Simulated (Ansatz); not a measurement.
# SiHO2 (quartet): PBE, BLYP, r2SCAN, B97M-V, PBE0, B3LYP over vertical spin and charge gaps, def2-QZVPP, part 2 of 2

Ansatz 0.2.0, Gaussian basis; def2-QZVPP, all electrons in the functionals.

**19. B97M-V, charge 0, sextet**

in.yaml

```yaml
crystal:
  periodic: [false, false, false]
  atoms:
    - {symbol: Si, position_ang: [-0.131469, -0.484771, 0.000000]}
    - {symbol: O, position_ang: [0.080687, 0.468628, -1.360578]}
    - {symbol: O, position_ang: [0.080687, 0.468628, 1.360578]}
    - {symbol: H, position_ang: [1.101729, -1.369640, 0.000000]}
basis:
  gaussian: {orbitals: "def2-QZVPP.json"}
magnetization: {spin_polarized: true, initial_magnetization: 5}
hamiltonian: {xc: {name: B97M-V}}
```

Run with:

```console
> ansatz run in.yaml --threads 1 --pin off --events-out ev --progress --plain --max-ram 2393MiB
```

What it wrote, cut to the lines that bear on the results:

```text
Functional definition: B97M-V
  name "B97M-V"
  cite "Mardirossian & Head-Gordon, J. Chem. Phys. 142, 074111 (2015) doi:10.1063/1.4907719"
  cite "Becke, J. Chem. Phys. 107, 8554 (1997) doi:10.1063/1.475007"
  cite "Vydrov & Van Voorhis, J. Chem. Phys. 133, 244103 (2010) doi:10.1063/1.3521275"
  # Of w^i u^j: cxij and so on, Table III.
[...]
  gx(w, u) = cx00 + cx01*u + cx02*u^2 + (cx10 + cx11*u)*w
[...]
  gos(w, u) = cos00 + cos01*u + cos03*u^3 + cos10*w + cos32*w^3*u^2
[...]
      + integral(e_c_pw_mod_opposite_spin*gos(b97_w_opposite, b97_u_opposite)) + vv10(b, c)
775 factors; their error is unknown
[...]
mean field -11975.41955667 eV, -440.0885514768 hartree, gradient 6.8e-6 eV, S^2 8.769114; 12 other end points of the search recorded, 0 dependent functions left out
reference -11975.41962012 eV, -440.0885538085 hartree; 18, 13 occupied and 196, 201 virtual orbitals, 775 factors
Total energy: -11975.41962012 eV, -440.0885538085 hartree
```

It took 4.1 min on 1 thread of Arm Neoverse V2, shared host; peak memory 0.66 GiB.

From the report: ⟨S²⟩ of the determinant 8.769 (pure sextet: 8.75).

From charge 0, quartet: +7.596 eV.

**20. B97M-V, charge 1, triplet**

Changes to in.yaml since step 19:

```diff
@@ -9,3 +9,4 @@
   gaussian: {orbitals: "def2-QZVPP.json"}
-magnetization: {spin_polarized: true, initial_magnetization: 5}
+total_charge: 1
+magnetization: {spin_polarized: true, initial_magnetization: 2}
 hamiltonian: {xc: {name: B97M-V}}
```

Same command.

What it wrote, cut to the lines that bear on the results:

```text
Functional definition: B97M-V
  name "B97M-V"
  cite "Mardirossian & Head-Gordon, J. Chem. Phys. 142, 074111 (2015) doi:10.1063/1.4907719"
  cite "Becke, J. Chem. Phys. 107, 8554 (1997) doi:10.1063/1.475007"
  cite "Vydrov & Van Voorhis, J. Chem. Phys. 133, 244103 (2010) doi:10.1063/1.3521275"
  # Of w^i u^j: cxij and so on, Table III.
[...]
  gx(w, u) = cx00 + cx01*u + cx02*u^2 + (cx10 + cx11*u)*w
[...]
  gos(w, u) = cos00 + cos01*u + cos03*u^3 + cos10*w + cos32*w^3*u^2
[...]
      + integral(e_c_pw_mod_opposite_spin*gos(b97_w_opposite, b97_u_opposite)) + vv10(b, c)
775 factors; their error is unknown
[...]
mean field -11973.76272726 eV, -440.0276641189 hartree, gradient 8.7e-6 eV, S^2 2.021764; 7 other end points of the search recorded, 0 dependent functions left out
reference -11973.76277521 eV, -440.0276658811 hartree; 16, 14 occupied and 198, 200 virtual orbitals, 775 factors
Total energy: -11973.76277521 eV, -440.0276658811 hartree
```

Wall time 81 s (1 thread of Arm Neoverse V2, shared host); peak memory 0.57 GiB.

From the report: ⟨S²⟩ of the determinant 2.022 (pure triplet: 2.00).

From charge 0, quartet: +9.253 eV.

**21. B97M-V, charge 1, quintet**

Changes to in.yaml since step 20:

```diff
@@ -10,3 +10,3 @@
 total_charge: 1
-magnetization: {spin_polarized: true, initial_magnetization: 2}
+magnetization: {spin_polarized: true, initial_magnetization: 4}
 hamiltonian: {xc: {name: B97M-V}}
```

Launched as before.

What it wrote, cut to the lines that bear on the results:

```text
Functional definition: B97M-V
  name "B97M-V"
  cite "Mardirossian & Head-Gordon, J. Chem. Phys. 142, 074111 (2015) doi:10.1063/1.4907719"
  cite "Becke, J. Chem. Phys. 107, 8554 (1997) doi:10.1063/1.475007"
  cite "Vydrov & Van Voorhis, J. Chem. Phys. 133, 244103 (2010) doi:10.1063/1.3521275"
  # Of w^i u^j: cxij and so on, Table III.
[...]
  gx(w, u) = cx00 + cx01*u + cx02*u^2 + (cx10 + cx11*u)*w
[...]
  gos(w, u) = cos00 + cos01*u + cos03*u^3 + cos10*w + cos32*w^3*u^2
[...]
      + integral(e_c_pw_mod_opposite_spin*gos(b97_w_opposite, b97_u_opposite)) + vv10(b, c)
775 factors; their error is unknown
[...]
mean field -11971.10709487 eV, -439.9300714287 hartree, gradient 5.3e-6 eV, S^2 6.023213; 8 other end points of the search recorded, 0 dependent functions left out
reference -11971.10714951 eV, -439.9300734365 hartree; 17, 13 occupied and 197, 201 virtual orbitals, 775 factors
Total energy: -11971.10714951 eV, -439.9300734365 hartree
```

It took 89 s on 1 thread of Arm Neoverse V2, shared host; peak memory 0.57 GiB.

From the report: ⟨S²⟩ of the determinant 6.023 (pure quintet: 6.00).

From charge 0, quartet: +11.909 eV.

**22. PBE0, charge 0, quartet**

Changes to in.yaml since step 21:

```diff
@@ -9,4 +9,4 @@
   gaussian: {orbitals: "def2-QZVPP.json"}
-total_charge: 1
-magnetization: {spin_polarized: true, initial_magnetization: 4}
-hamiltonian: {xc: {name: B97M-V}}
+magnetization: {spin_polarized: true, initial_magnetization: 3}
+hamiltonian: {xc: {name: PBE0}}
+output: {orbitals: {seedname: orbitals}}
```

The command is unchanged.

What it wrote, cut to the lines that bear on the results:

```text
Functional definition: PBE0
  name "PBE0"
  cite "Adamo & Barone, J. Chem. Phys. 110, 6158 (1999) doi:10.1063/1.478522"
  cite "Perdew, Burke & Ernzerhof, Phys. Rev. Lett. 77, 3865 (1996) doi:10.1103/PhysRevLett.77.3865"
  parent pbe
[...]
795 factors; their error is unknown
[...]
mean field -11978.61672981 eV, -440.2060454224 hartree, gradient 6.5e-6 eV, S^2 3.762357; 3 other end points of the search recorded, 0 dependent functions left out
reference -11978.61675916 eV, -440.2060465010 hartree; 17, 14 occupied and 197, 200 virtual orbitals, 795 factors
Total energy: -11978.61675916 eV, -440.2060465010 hartree
```

It took 23 s on 1 thread of Arm Neoverse V2, shared host; peak memory 0.58 GiB.

From the report: ⟨S²⟩ of the determinant 3.762 (pure quartet: 3.75).

**23. PBE0, charge 0, doublet**

Changes to in.yaml since step 22:

```diff
@@ -9,3 +9,3 @@
   gaussian: {orbitals: "def2-QZVPP.json"}
-magnetization: {spin_polarized: true, initial_magnetization: 3}
+magnetization: {spin_polarized: true, initial_magnetization: 1}
 hamiltonian: {xc: {name: PBE0}}
```

Launched as before.

What it wrote, cut to the lines that bear on the results:

```text
Functional definition: PBE0
  name "PBE0"
  cite "Adamo & Barone, J. Chem. Phys. 110, 6158 (1999) doi:10.1063/1.478522"
  cite "Perdew, Burke & Ernzerhof, Phys. Rev. Lett. 77, 3865 (1996) doi:10.1103/PhysRevLett.77.3865"
  parent pbe
[...]
795 factors; their error is unknown
[...]
mean field -11979.85115823 eV, -440.2514098302 hartree, gradient 7.1e-6 eV, S^2 0.965234; 6 other end points of the search recorded, 0 dependent functions left out
reference -11979.85118701 eV, -440.2514108878 hartree; 16, 15 occupied and 198, 199 virtual orbitals, 795 factors
Total energy: -11979.85118701 eV, -440.2514108878 hartree
```

It took 43 s on 1 thread of Arm Neoverse V2, shared host; peak memory 0.58 GiB.

From the report: ⟨S²⟩ of the determinant 0.965 (pure doublet: 0.75).

From charge 0, quartet: -1.234 eV.

**24. PBE0, charge 0, sextet**

Changes to in.yaml since step 23:

```diff
@@ -9,3 +9,3 @@
   gaussian: {orbitals: "def2-QZVPP.json"}
-magnetization: {spin_polarized: true, initial_magnetization: 1}
+magnetization: {spin_polarized: true, initial_magnetization: 5}
 hamiltonian: {xc: {name: PBE0}}
```

Launched as before.

What it wrote, cut to the lines that bear on the results:

```text
Functional definition: PBE0
  name "PBE0"
  cite "Adamo & Barone, J. Chem. Phys. 110, 6158 (1999) doi:10.1063/1.478522"
  cite "Perdew, Burke & Ernzerhof, Phys. Rev. Lett. 77, 3865 (1996) doi:10.1103/PhysRevLett.77.3865"
  parent pbe
[...]
795 factors; their error is unknown
[...]
mean field -11970.94025033 eV, -439.9239400049 hartree, gradient 3.9e-6 eV, S^2 8.774562; 11 other end points of the search recorded, 0 dependent functions left out
reference -11970.94028402 eV, -439.9239412429 hartree; 18, 13 occupied and 196, 201 virtual orbitals, 795 factors
Total energy: -11970.94028402 eV, -439.9239412429 hartree
```

Run time: 66 s. Hardware: 1 thread of Arm Neoverse V2, shared host; peak memory 0.61 GiB.

From the report: ⟨S²⟩ of the determinant 8.775 (pure sextet: 8.75).

From charge 0, quartet: +7.676 eV.

**25. PBE0, charge 1, triplet**

Changes to in.yaml since step 24:

```diff
@@ -9,3 +9,4 @@
   gaussian: {orbitals: "def2-QZVPP.json"}
-magnetization: {spin_polarized: true, initial_magnetization: 5}
+total_charge: 1
+magnetization: {spin_polarized: true, initial_magnetization: 2}
 hamiltonian: {xc: {name: PBE0}}
```

Launched as before.

What it wrote, cut to the lines that bear on the results:

```text
Functional definition: PBE0
  name "PBE0"
  cite "Adamo & Barone, J. Chem. Phys. 110, 6158 (1999) doi:10.1063/1.478522"
  cite "Perdew, Burke & Ernzerhof, Phys. Rev. Lett. 77, 3865 (1996) doi:10.1103/PhysRevLett.77.3865"
  parent pbe
[...]
795 factors; their error is unknown
[...]
mean field -11969.25305108 eV, -439.8619365762 hartree, gradient 8.3e-6 eV, S^2 2.017814; 3 other end points of the search recorded, 0 dependent functions left out
reference -11969.25307525 eV, -439.8619374642 hartree; 16, 14 occupied and 198, 200 virtual orbitals, 795 factors
Total energy: -11969.25307525 eV, -439.8619374642 hartree
```

Wall time 22 s (1 thread of Arm Neoverse V2, shared host); peak memory 0.57 GiB.

From the report: ⟨S²⟩ of the determinant 2.018 (pure triplet: 2.00).

From charge 0, quartet: +9.364 eV.

**26. PBE0, charge 1, quintet**

Changes to in.yaml since step 25:

```diff
@@ -10,3 +10,3 @@
 total_charge: 1
-magnetization: {spin_polarized: true, initial_magnetization: 2}
+magnetization: {spin_polarized: true, initial_magnetization: 4}
 hamiltonian: {xc: {name: PBE0}}
```

The command is unchanged.

What it wrote, cut to the lines that bear on the results:

```text
Functional definition: PBE0
  name "PBE0"
  cite "Adamo & Barone, J. Chem. Phys. 110, 6158 (1999) doi:10.1063/1.478522"
  cite "Perdew, Burke & Ernzerhof, Phys. Rev. Lett. 77, 3865 (1996) doi:10.1103/PhysRevLett.77.3865"
  parent pbe
[...]
795 factors; their error is unknown
[...]
mean field -11966.60587181 eV, -439.7646545323 hartree, gradient 7.3e-6 eV, S^2 6.029612; 4 other end points of the search recorded, 0 dependent functions left out
reference -11966.60589947 eV, -439.7646555488 hartree; 17, 13 occupied and 197, 201 virtual orbitals, 795 factors
Total energy: -11966.60589947 eV, -439.7646555488 hartree
```

Wall time 22 s (1 thread of Arm Neoverse V2, shared host); peak memory 0.57 GiB.

From the report: ⟨S²⟩ of the determinant 6.030 (pure quintet: 6.00).

From charge 0, quartet: +12.011 eV.

**27. B3LYP, charge 0, quartet**

Changes to in.yaml since step 26:

```diff
@@ -9,5 +9,3 @@
   gaussian: {orbitals: "def2-QZVPP.json"}
-total_charge: 1
-magnetization: {spin_polarized: true, initial_magnetization: 4}
-hamiltonian: {xc: {name: PBE0}}
-output: {orbitals: {seedname: orbitals}}
+magnetization: {spin_polarized: true, initial_magnetization: 3}
+hamiltonian: {xc: {name: B3LYP}}
```

Launched as before.

What it wrote, cut to the lines that bear on the results:

```text
Functional definition: B3LYP
  name "B3LYP"
  cite "Stephens, Devlin, Chabalowski & Frisch, J. Phys. Chem. 98, 11623 (1994) doi:10.1021/j100096a001"
  cite "Becke, Phys. Rev. A 38, 3098 (1988) doi:10.1103/PhysRevA.38.3098"
  cite "Lee, Yang & Parr, Phys. Rev. B 37, 785 (1988) doi:10.1103/PhysRevB.37.785"
  cite "Vosko, Wilk & Nusair, Can. J. Phys. 58, 1200 (1980) doi:10.1139/p80-159"
[...]
790 factors; their error is unknown
[...]
mean field -11986.92445453 eV, -440.5113486749 hartree, gradient 9.3e-6 eV, S^2 3.762324; 3 other end points of the search recorded, 0 dependent functions left out
reference -11986.92467813 eV, -440.5113568919 hartree; 17, 14 occupied and 197, 200 virtual orbitals, 790 factors
Total energy: -11986.92467813 eV, -440.5113568919 hartree
```

Wall time 21 s (1 thread of Arm Neoverse V2, shared host); peak memory 0.57 GiB.

From the report: ⟨S²⟩ of the determinant 3.762 (pure quartet: 3.75).

**28. B3LYP, charge 0, doublet**

Changes to in.yaml since step 27:

```diff
@@ -9,3 +9,3 @@
   gaussian: {orbitals: "def2-QZVPP.json"}
-magnetization: {spin_polarized: true, initial_magnetization: 3}
+magnetization: {spin_polarized: true, initial_magnetization: 1}
 hamiltonian: {xc: {name: B3LYP}}
```

Launched as before.

What it wrote, cut to the lines that bear on the results:

```text
Functional definition: B3LYP
  name "B3LYP"
  cite "Stephens, Devlin, Chabalowski & Frisch, J. Phys. Chem. 98, 11623 (1994) doi:10.1021/j100096a001"
  cite "Becke, Phys. Rev. A 38, 3098 (1988) doi:10.1103/PhysRevA.38.3098"
  cite "Lee, Yang & Parr, Phys. Rev. B 37, 785 (1988) doi:10.1103/PhysRevB.37.785"
  cite "Vosko, Wilk & Nusair, Can. J. Phys. 58, 1200 (1980) doi:10.1139/p80-159"
[...]
790 factors; their error is unknown
[...]
mean field -11988.35170016 eV, -440.5637989841 hartree, gradient 5.7e-6 eV, S^2 0.853900; 6 other end points of the search recorded, 0 dependent functions left out
reference -11988.35192057 eV, -440.5638070842 hartree; 16, 15 occupied and 198, 199 virtual orbitals, 790 factors
Total energy: -11988.35192057 eV, -440.5638070842 hartree
```

Wall time 39 s (1 thread of Arm Neoverse V2, shared host); peak memory 0.57 GiB.

From the report: ⟨S²⟩ of the determinant 0.854 (pure doublet: 0.75).

From charge 0, quartet: -1.427 eV.

**29. B3LYP, charge 0, sextet**

Changes to in.yaml since step 28:

```diff
@@ -9,3 +9,3 @@
   gaussian: {orbitals: "def2-QZVPP.json"}
-magnetization: {spin_polarized: true, initial_magnetization: 1}
+magnetization: {spin_polarized: true, initial_magnetization: 5}
 hamiltonian: {xc: {name: B3LYP}}
```

Launched as before.

What it wrote, cut to the lines that bear on the results:

```text
Functional definition: B3LYP
  name "B3LYP"
  cite "Stephens, Devlin, Chabalowski & Frisch, J. Phys. Chem. 98, 11623 (1994) doi:10.1021/j100096a001"
  cite "Becke, Phys. Rev. A 38, 3098 (1988) doi:10.1103/PhysRevA.38.3098"
  cite "Lee, Yang & Parr, Phys. Rev. B 37, 785 (1988) doi:10.1103/PhysRevB.37.785"
  cite "Vosko, Wilk & Nusair, Can. J. Phys. 58, 1200 (1980) doi:10.1139/p80-159"
[...]
790 factors; their error is unknown
[...]
mean field -11979.15358608 eV, -440.2257745264 hartree, gradient 9.9e-6 eV, S^2 8.773164; 11 other end points of the search recorded, 0 dependent functions left out
reference -11979.15380445 eV, -440.2257825513 hartree; 18, 13 occupied and 196, 201 virtual orbitals, 790 factors
Total energy: -11979.15380445 eV, -440.2257825513 hartree
```

Wall time 61 s (1 thread of Arm Neoverse V2, shared host); peak memory 0.6 GiB.

From the report: ⟨S²⟩ of the determinant 8.773 (pure sextet: 8.75).

From charge 0, quartet: +7.771 eV.

**30. B3LYP, charge 1, triplet**

Changes to in.yaml since step 29:

```diff
@@ -9,3 +9,4 @@
   gaussian: {orbitals: "def2-QZVPP.json"}
-magnetization: {spin_polarized: true, initial_magnetization: 5}
+total_charge: 1
+magnetization: {spin_polarized: true, initial_magnetization: 2}
 hamiltonian: {xc: {name: B3LYP}}
```

Same command.

What it wrote, cut to the lines that bear on the results:

```text
Functional definition: B3LYP
  name "B3LYP"
  cite "Stephens, Devlin, Chabalowski & Frisch, J. Phys. Chem. 98, 11623 (1994) doi:10.1021/j100096a001"
  cite "Becke, Phys. Rev. A 38, 3098 (1988) doi:10.1103/PhysRevA.38.3098"
  cite "Lee, Yang & Parr, Phys. Rev. B 37, 785 (1988) doi:10.1103/PhysRevB.37.785"
  cite "Vosko, Wilk & Nusair, Can. J. Phys. 58, 1200 (1980) doi:10.1139/p80-159"
[...]
790 factors; their error is unknown
[...]
mean field -11977.56482436 eV, -440.1673886103 hartree, gradient 8.3e-6 eV, S^2 2.015802; 3 other end points of the search recorded, 0 dependent functions left out
reference -11977.56501942 eV, -440.1673957786 hartree; 16, 14 occupied and 198, 200 virtual orbitals, 790 factors
Total energy: -11977.56501942 eV, -440.1673957786 hartree
```

Wall time 22 s (1 thread of Arm Neoverse V2, shared host); peak memory 0.57 GiB.

From the report: ⟨S²⟩ of the determinant 2.016 (pure triplet: 2.00).

From charge 0, quartet: +9.360 eV.

**31. B3LYP, charge 1, quintet**

Changes to in.yaml since step 30:

```diff
@@ -10,3 +10,3 @@
 total_charge: 1
-magnetization: {spin_polarized: true, initial_magnetization: 2}
+magnetization: {spin_polarized: true, initial_magnetization: 4}
 hamiltonian: {xc: {name: B3LYP}}
```

Launched as before.

What it wrote, cut to the lines that bear on the results:

```text
Functional definition: B3LYP
  name "B3LYP"
  cite "Stephens, Devlin, Chabalowski & Frisch, J. Phys. Chem. 98, 11623 (1994) doi:10.1021/j100096a001"
  cite "Becke, Phys. Rev. A 38, 3098 (1988) doi:10.1103/PhysRevA.38.3098"
  cite "Lee, Yang & Parr, Phys. Rev. B 37, 785 (1988) doi:10.1103/PhysRevB.37.785"
  cite "Vosko, Wilk & Nusair, Can. J. Phys. 58, 1200 (1980) doi:10.1139/p80-159"
[...]
790 factors; their error is unknown
[...]
mean field -11974.88850947 eV, -440.0690358521 hartree, gradient 4.0e-6 eV, S^2 6.026457; 4 other end points of the search recorded, 0 dependent functions left out
reference -11974.88871003 eV, -440.0690432225 hartree; 17, 13 occupied and 197, 201 virtual orbitals, 790 factors
Total energy: -11974.88871003 eV, -440.0690432225 hartree
```

Run time: 21 s. Hardware: 1 thread of Arm Neoverse V2, shared host; peak memory 0.57 GiB.

From the report: ⟨S²⟩ of the determinant 6.026 (pure quintet: 6.00).

From charge 0, quartet: +12.036 eV.

**32. The comparison**

No level is safe as a reference over these points; UCCSD(T) serves as a yardstick only. It and the other wave-function rows come from earlier runs at the same points. Energies in eV, counted from charge 0, quartet; blanks weren't run or aren't comparable.

| level | quartet to doublet | quartet to sextet | ionisation to the triplet cation | ionisation to the quintet cation |
| --- | --- | --- | --- | --- |
| UCCSD(T) | -1.547 |  | 9.248 | 12.241 |
| PBE | -1.904 | 7.262 | 9.128 | 11.656 |
| BLYP | -1.934 | 7.423 | 9.021 | 11.577 |
| r2SCAN | -1.394 | 7.473 | 9.336 | 11.800 |
| B97M-V | -1.410 | 7.596 | 9.253 | 11.909 |
| PBE0 | -1.234 | 7.676 | 9.364 | 12.011 |
| B3LYP | -1.427 | 7.771 | 9.360 | 12.036 |
| RHF | 0.877 | 7.550 | 9.355 | 11.227 |
| UMP2 | -1.444 |  | 9.261 | 12.736 |

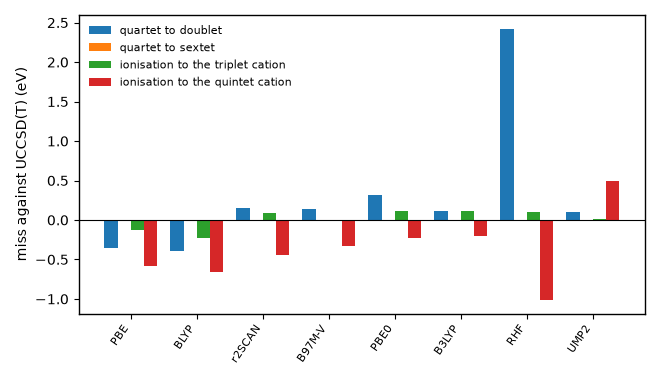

Misses of the gaps against UCCSD(T).

Largest miss and mean time a point (UCCSD(T) took 8.2 min a point; shared hosts):

| level | largest miss (eV) | where | time a point |
| --- | --- | --- | --- |
| PBE | -0.585 | ionisation to the quintet cation | 33 s |
| BLYP | -0.664 | ionisation to the quintet cation | 37 s |
| r2SCAN | -0.441 | ionisation to the quintet cation | 72 s |
| B97M-V | -0.333 | ionisation to the quintet cation | 2 min |
| PBE0 | +0.313 | quartet to doublet | 35 s |
| B3LYP | -0.205 | ionisation to the quintet cation | 33 s |
| RHF | +2.425 | quartet to doublet |  |
| UMP2 | +0.494 | ionisation to the quintet cation |  |

**33. Outcome**

What follows sums up all 2 parts.

| quantity | value |
| --- | --- |
| quartet to doublet, UCCSD(T) | -1.547 eV |
| ionisation to the triplet cation, UCCSD(T) | 9.248 eV |
| ionisation to the quintet cation, UCCSD(T) | 12.241 eV |
| largest miss, PBE | -0.585 eV (ionisation to the quintet cation) |
| largest miss, BLYP | -0.664 eV (ionisation to the quintet cation) |
| largest miss, r2SCAN | -0.441 eV (ionisation to the quintet cation) |
| largest miss, B97M-V | -0.333 eV (ionisation to the quintet cation) |
| largest miss, PBE0 | +0.313 eV (quartet to doublet) |
| largest miss, B3LYP | -0.205 eV (ionisation to the quintet cation) |

What this shows: Misses are known at 3 of 4 points at best, and only functionals with that many are ranked. Of the functionals, B3LYP keep the smallest largest miss at the points compared (at most 0.205 eV) and BLYP strays most (0.664 eV, at ionisation to the quintet cation). Functionals and the yardstick converge differently with the basis, so part of each miss in def2-QZVPP is the basis. The yardstick itself may be off where one determinant is a poor start. The program flags that the yardstick's amplitudes may have other solutions at some points.
